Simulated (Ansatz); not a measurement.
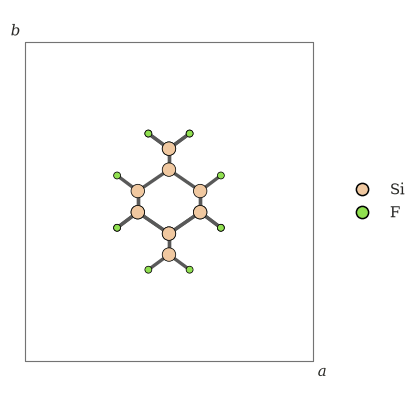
1 relaxed period of a body that repeats along c, seen along c; the cell edge a is 18.0 Å long

Method: PBE (plane waves to 420 eV, PAW; Ansatz, a program for electronic structure). Mesh 1×1×8. No spin polarisation. Periodic along z alone, with about 11 Å of vacuum beside it. A model structure. Only distortions within the start's symmetry and period were free.

Problem. What is drawn, and how wide is it?

Solution. One answer among several that fit: F-capped Si nanowire along [110], 8 atoms a period besides the caps. An idealised model, cut from the bulk lattice.
It measures about 9 Å across, from nucleus to nucleus.
